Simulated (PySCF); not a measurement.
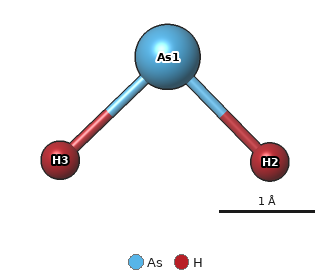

**Figure 1.** The structure as given in the input (ball-and-stick view, seen on its broad side; atoms are numbered from 1 in the order of the input). Bond lengths as drawn: As–H 1.54 to 1.57 Å.

# Geometry relaxation of AsH2

The run: geometry relaxation of AsH2, multiplicity 2. Method and program: PBE0/def2-TZVP, UKS, dispersion D4 (PySCF 2.14.0).

The atoms were displaced at random from an optimised geometry. Figures and captions count atoms from 1; the log counts them from 0 in places.

Input file (calc.py):
```python
# [AsH2]
from pyscf import gto, dft
from pyscf.geomopt.geometric_solver import kernel as optimise

molecule = gto.Mole()
molecule.atom = 'geometry.xyz'
molecule.max_memory = 1860
molecule.basis = 'def2-tzvp'
molecule.spin = 1
molecule.verbose = 3
molecule.build()

ks = dft.UKS(molecule, xc='pbe0')
ks = ks.density_fit(auxbasis='def2-universal-jkfit')
ks.conv_tol = 1e-09
ks.disp = 'd4'
ks.grids.level = 4
ks.max_cycle = 100
converged, mol_eq = optimise(ks, maxsteps=100)
print('converged:', converged)
print(mol_eq.tostring())

ks.reset(mol_eq)
molecule = mol_eq
ks.kernel()
etot = ks.e_tot
print('E(%s) = %.9f' % ('PBE0', etot))
```

File geometry.xyz:
```
3

As    -0.550785     0.366873    -0.290756
H      0.727496     0.817593     0.446291
H     -0.070032    -1.125610    -0.231046
```

Hardware: 1 thread of Arm Neoverse V2, 24 GiB of memory available, shared host.

Launch command:
```bash
OMP_NUM_THREADS=1 python calc.py
```

Log:
```
#|     Arguments passed to driver run_optimizer():      |#
customengine              <pyscf.geomopt.geometric_solver.PySCFEngine object>
maxiter                   100
----------------------------------------------------------
Custom engine selected.
Bonds will be generated from interatomic distances less than 1.20 times sum of covalent radii
9 internal coordinates being used (instead of 9 Cartesians)
Internal coordinate system (atoms numbered from 1):
Distance 1-2
Distance 1-3
Angle 2-1-3
Translation-X 1-3
Translation-Y 1-3
Translation-Z 1-3
Rotation-A 1-3
Rotation-B 1-3
Rotation-C 1-3
<class 'geometric.internal.Distance'> : 2
<class 'geometric.internal.Angle'> : 1
<class 'geometric.internal.TranslationX'> : 1
<class 'geometric.internal.TranslationY'> : 1
<class 'geometric.internal.TranslationZ'> : 1
<class 'geometric.internal.RotationA'> : 1
<class 'geometric.internal.RotationB'> : 1
<class 'geometric.internal.RotationC'> : 1
> ===== Optimization Info: ====
> Job type: Energy minimization
> Maximum number of optimization cycles: 100
> Initial / maximum trust radius (Angstrom): 0.100 / 0.300
> Convergence Criteria:
> Will converge when all 5 criteria are reached:
>  |Delta-E| < 1.00e-06
>  RMS-Grad  < 3.00e-04
>  Max-Grad  < 4.50e-04
>  RMS-Disp  < 1.20e-03
>  Max-Disp  < 1.80e-03
> === End Optimization Info ===

Geometry optimization cycle 1
Cartesian coordinates (Angstrom)
 Atom        New coordinates             dX        dY        dZ
  As  -0.550785   0.366873  -0.290756    0.000000  0.000000  0.000000
   H   0.727496   0.817593   0.446291    0.000000  0.000000  0.000000
   H  -0.070032  -1.125610  -0.231046    0.000000  0.000000  0.000000

WARN: Mole.unit (angstrom) is changed to Bohr

WARN: HOMO -0.208378239555809 >= LUMO -0.208378239555808

converged SCF energy = -2236.7615746106  <S^2> = 0.75503623  2S+1 = 2.0050299
--------------- DFUKS_Scanner gradients ---------------
         x                y                z
0 As    -0.0086034258     0.0111540021    -0.0031037778
1 H     0.0044542161     0.0014762883     0.0025558534
2 H     0.0041492546    -0.0126303010     0.0005481711
----------------------------------------------
cycle 1: E = -2236.76157461  dE = -2236.76  norm(grad) = 0.0203386
Step    0 : Gradient = 1.174e-02/1.442e-02 (rms/max) Energy = -2236.7615746106
Hessian Eigenvalues: 5.00000e-02 5.00000e-02 5.00000e-02 ... 1.41547e-01 1.51106e-01 1.60000e-01

Geometry optimization cycle 2
Cartesian coordinates (Angstrom)
 Atom        New coordinates             dX        dY        dZ
  As  -0.541369   0.349517  -0.288037    0.009416 -0.017356  0.002719
   H   0.718635   0.803160   0.439701   -0.008861 -0.014433 -0.006590
   H  -0.070588  -1.093821  -0.227183   -0.000556  0.031789  0.003863
converged SCF energy = -2236.7621934415  <S^2> = 0.75491798  2S+1 = 2.004912
--------------- DFUKS_Scanner gradients ---------------
         x                y                z
0 As     0.0010980963    -0.0019277281     0.0003303719
1 H    -0.0005792917    -0.0005341274    -0.0003772683
2 H    -0.0005186914     0.0024618283     0.0000470298
----------------------------------------------
cycle 2: E = -2236.76219344  dE = -0.000618831  norm(grad) = 0.00348226
Step    1 : Displace = 2.418e-02/3.203e-02 (rms/max) Trust = 1.000e-01 (=) Grad = 2.010e-03/2.516e-03 (rms/max) E (change) = -2236.7621934415 (-6.188e-04) Quality = 0.859
Hessian Eigenvalues: 5.00000e-02 5.00000e-02 5.00000e-02 ... 1.49573e-01 1.54927e-01 1.74575e-01

Geometry optimization cycle 3
Cartesian coordinates (Angstrom)
 Atom        New coordinates             dX        dY        dZ
  As  -0.541235   0.351501  -0.287707    0.000134  0.001984  0.000329
   H   0.720018   0.807978   0.441066    0.001383  0.004818  0.001365
   H  -0.072108  -1.100622  -0.228881   -0.001520 -0.006801 -0.001698
converged SCF energy = -2236.76221366165  <S^2> = 0.754932  2S+1 = 2.0049259
--------------- DFUKS_Scanner gradients ---------------
         x                y                z
0 As    -0.0000988668     0.0002282108    -0.0000224053
1 H     0.0000218201     0.0000064105     0.0000123256
2 H     0.0000771461    -0.0002346530     0.0000102299
----------------------------------------------
cycle 3: E = -2236.76221366  dE = -2.02202e-05  norm(grad) = 0.000352341
Step    2 : Displace = 5.244e-03/7.175e-03 (rms/max) Trust = 1.414e-01 (+) Grad = 2.034e-04/2.497e-04 (rms/max) E (change) = -2236.7622136617 (-2.022e-05) Quality = 0.910
Hessian Eigenvalues: 5.00000e-02 5.00000e-02 5.00000e-02 ... 1.50119e-01 1.55894e-01 1.87344e-01

Geometry optimization cycle 4
Cartesian coordinates (Angstrom)
 Atom        New coordinates             dX        dY        dZ
  As  -0.541149   0.351192  -0.287704    0.000086 -0.000310  0.000003
   H   0.719990   0.807886   0.441040   -0.000028 -0.000091 -0.000026
   H  -0.072169  -1.100220  -0.228862   -0.000061  0.000402  0.000019
converged SCF energy = -2236.76221383227  <S^2> = 0.75493088  2S+1 = 2.0049248
--------------- DFUKS_Scanner gradients ---------------
         x                y                z
0 As    -0.0000094571    -0.0000041029    -0.0000053823
1 H     0.0000099763     0.0000042927     0.0000057675
2 H    -0.0000004197    -0.0000002218    -0.0000002366
----------------------------------------------
cycle 4: E = -2236.76221383  dE = -1.70613e-07  norm(grad) = 1.69333e-05
```

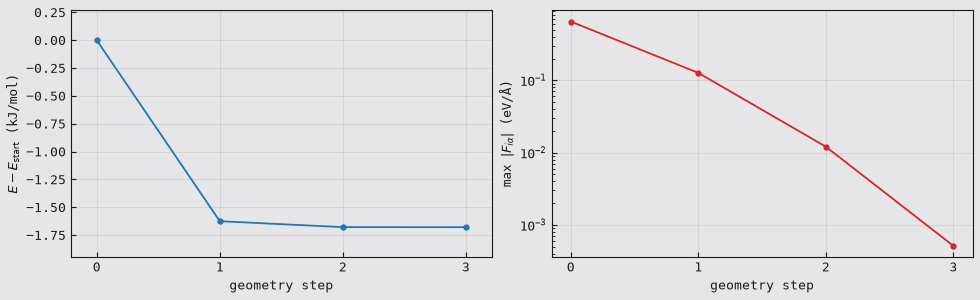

**Figure 2.** Progress of the relaxation, step by step (steps are counted from 0).

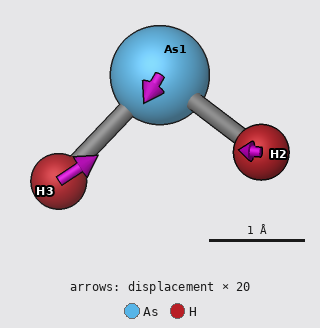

**Figure 3.** The starting structure with the displacements as pink arrows, magnified 20 times (ball-and-stick view, seen at a tilt). The two geometries are laid on each other by the best rigid fit. The energy falls by 1.68 kJ/mol in 3 geometry steps. The largest force component goes from 0.65 to 0.00051 eV/Å. The atom that moves furthest after the best rigid fit is H3 (0.026 Å). By element the largest moves are H 0.026 Å, As 0.019 Å. Distances before and after: As1–H3 1.569 → 1.526 Å, As1–H2 1.543 → 1.526 Å. (Atoms are counted from 1 in the order of the input.)

```
Step    3 : Displace = 3.049e-04/4.065e-04 (rms/max) Trust = 2.000e-01 (+) Grad = 9.776e-06/1.230e-05 (rms/max) E (change) = -2236.7622138323 (-1.706e-07) Quality = 1.005
Hessian Eigenvalues: 5.00000e-02 5.00000e-02 5.00000e-02 ... 1.50119e-01 1.55894e-01 1.87344e-01
Converged! =D

converged: True
As         -0.54114921        0.35119166       -0.28770437
H           0.71998950        0.80788613        0.44103955
H          -0.07216872       -1.10021978       -0.22886207

WARN: HOMO -0.209430111972584 >= LUMO -0.209430111972588

converged SCF energy = -2236.76221383225  <S^2> = 0.75493076  2S+1 = 2.0049247
E(PBE0) = -2236.762213832
```

Trajectory as extended XYZ (Å, eV, eV/Å), 4 frames, from step=0 to step=3:
```
3
Properties=species:S:1:pos:R:3:forces:R:3 step=0 energy=-60865.38315
As   -0.5508    0.3669   -0.2908    0.4424  -0.5736   0.1596
H     0.7275    0.8176    0.4463   -0.2290  -0.0759  -0.1314
H    -0.0700   -1.1256   -0.2310   -0.2134   0.6495  -0.0282
3
Properties=species:S:1:pos:R:3:forces:R:3 step=1 energy=-60865.39999
As   -0.5414    0.3495   -0.2880   -0.0565   0.0991  -0.0170
H     0.7186    0.8032    0.4397    0.0298   0.0275   0.0194
H    -0.0706   -1.0938   -0.2272    0.0267  -0.1266  -0.0024
3
Properties=species:S:1:pos:R:3:forces:R:3 step=2 energy=-60865.40054
As   -0.5412    0.3515   -0.2877    0.0051  -0.0117   0.0012
H     0.7200    0.8080    0.4411   -0.0011  -0.0003  -0.0006
H    -0.0721   -1.1006   -0.2289   -0.0040   0.0121  -0.0005
3
Properties=species:S:1:pos:R:3:forces:R:3 step=3 energy=-60865.40054
As   -0.5411    0.3512   -0.2877    0.0005   0.0002   0.0003
H     0.7200    0.8079    0.4410   -0.0005  -0.0002  -0.0003
H    -0.0722   -1.1002   -0.2289    0.0000   0.0000   0.0000
```

Key numbers:

```csv
quantity,value
outcome,converged
total energy,−2236.762214 hartree
dispersion energy,−0.000594 hartree
basis functions,60
⟨S²⟩,0.755
dipole moment,0.30 D
wall time,20 s
peak memory,0.58 GiB
```
